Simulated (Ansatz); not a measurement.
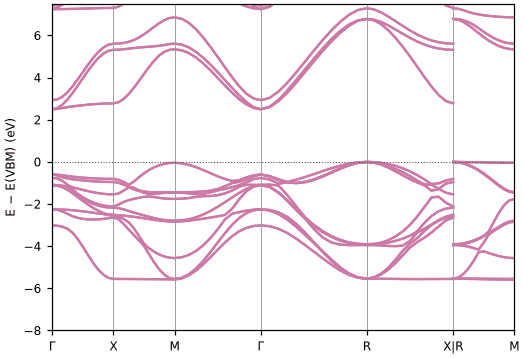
Figure: Band structure from r²SCAN with spin–orbit coupling (plane waves, PAW; program Ansatz)

Question: Read off the gap and where the band edges lie.

Answer: About 2.5 eV (2.49 eV by a search for the band edges); maximum at R, minimum at Γ.

The material is KTaO₃ (cubic perovskite, space group No. 221).

Space group Pm-3m (cubic perovskite). The cell was relaxed with r²SCAN under the symmetry of its start; phonons on a q-mesh show no instability. The run is not spin-polarised.

Potentials: the earlier of the program's two PAW sets.
